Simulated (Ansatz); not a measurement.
# Two runs on CH₆BNOSi

System: CH₆BNOSi.
Method of run 1: RKS SPW92 (LDA)/def2-TZVPP (Ansatz 0.2.0).

The geometry comes from this level: PBE0-D4/def2-TZVP. Text and figures count atoms from 1; the logs count them from 0 in places.

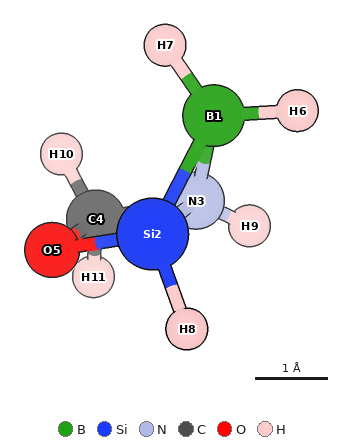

Fig. 1: The input geometry (ball-and-stick view, seen at a tilt; atoms are numbered from 1 in the order of the input).

**The input, run 1**
```yaml
crystal:
  periodic: [false, false, false]
  atoms:
    - {symbol: B, position_ang: [-1.439149, 0.079726, 0.209541]}
    - {symbol: Si, position_ang: [-0.120134, -1.375885, 0.003825]}
    - {symbol: N, position_ang: [0.079648, 0.427513, 0.515346]}
    - {symbol: C, position_ang: [0.999502, 0.520333, -0.633366]}
    - {symbol: O, position_ang: [1.011003, -0.807070, -1.122992]}
    - {symbol: H, position_ang: [-2.061231, -0.009027, 1.230600]}
    - {symbol: H, position_ang: [-1.905897, 0.579231, -0.774102]}
    - {symbol: H, position_ang: [0.525986, -2.375820, 0.904652]}
    - {symbol: H, position_ang: [0.352295, 0.870116, 1.378580]}
    - {symbol: H, position_ang: [0.624909, 1.216108, -1.390747]}
    - {symbol: H, position_ang: [1.998468, 0.817874, -0.300737]}
basis:
  gaussian: {orbitals: def2-TZVPP}
hamiltonian: {xc: lda}
output: {orbitals: {seedname: orbitals}}
```

Hardware: 4 threads of Arm Neoverse V2, 23 GiB of memory available, shared host.

**Output (run 1)**
```
Functional definition: SPW92
  exchange = slater_x
  correlation = pw_c
1297 factors; their error is unknown
mean field evaluation 1: about -13136.2637 eV, gradient 8.3e1 eV
mean field evaluation 2: about -13054.5283 eV, gradient 1.9e2 eV
mean field evaluation 4: about -13151.3153 eV, gradient 1.5e1 eV
mean field evaluation 8: about -13151.8456 eV, gradient 2.7e-1 eV
mean field evaluation 16: about -13151.8136 eV, gradient 4.4e-4 eV
mean field -13151.81361809 eV, -483.3202358452 hartree, gradient 4.1e-5 eV, S^2 0.000000; 0 other end points of the search recorded, 0 dependent functions left out
reference -13151.81366056 eV, -483.3202374059 hartree; 23, 23 occupied and 227, 227 virtual orbitals, 1297 factors
Total energy: -13151.81366056 eV, -483.3202374059 hartree
```

The input of run 2 differs as follows (lines with − go, lines with + come):
```diff
-hamiltonian: {xc: lda}
+hamiltonian: {xc: {name: BLYP}, dispersion: d4}
```

How does run 2 compare with run 1?

The total energies belong to different models, so their difference says nothing on which is more stable or more accurate. The HOMO goes from −5.53 to −5.31 eV. The LUMO goes from −2.27 to −1.95 eV.

**Output (run 2)**
```
Functional definition: BLYP
  parameter beta = 0.0042
  parameter a = 0.04918
  parameter b = 0.132
  parameter c = 0.2533
  parameter d = 0.349
  exchange = b88_x(beta = beta)
  correlation = lyp_c(a = a, b = b, c = c, d = d)
1297 factors; their error is unknown
mean field evaluation 1: about -13209.6703 eV, gradient 8.6e1 eV
mean field evaluation 2: about -13118.6048 eV, gradient 2.0e2 eV
mean field evaluation 4: about -13225.5206 eV, gradient 1.4e1 eV
mean field evaluation 8: about -13226.0077 eV, gradient 2.1e-1 eV
mean field evaluation 16: about -13225.9738 eV, gradient 3.8e-4 eV
mean field -13225.97382336 eV, -486.0455731215 hartree, gradient 4.5e-5 eV, S^2 0.000000; 0 other end points of the search recorded, 0 dependent functions left out
reference -13225.97419479 eV, -486.0455867711 hartree; 23, 23 occupied and 227, 227 virtual orbitals, 1297 factors
Total energy: -13226.53213660 eV, -486.0660907545 hartree
```

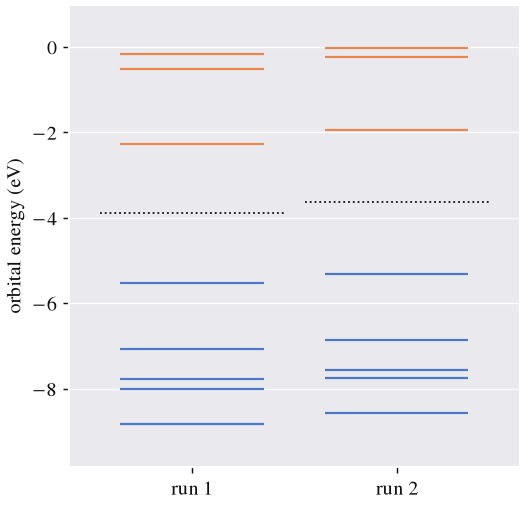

Fig. 2: The five highest filled and three lowest empty orbital energies of the two runs; the dotted lines part filled from empty levels. The HOMO–LUMO gap is 3.27 eV in run 1 and 3.36 eV in run 2.

**The two runs side by side**

| quantity | run 1 | run 2 |
| --- | --- | --- |
| outcome | converged | converged |
| total energy (hartree) | −483.320237 | −486.066091 |
| HOMO (eV) | −5.53 | −5.31 |
| LUMO (eV) | −2.27 | −1.95 |
| basis functions | 250 | 250 |
| wall time (shared host) | 1.1 s | 1.8 s |
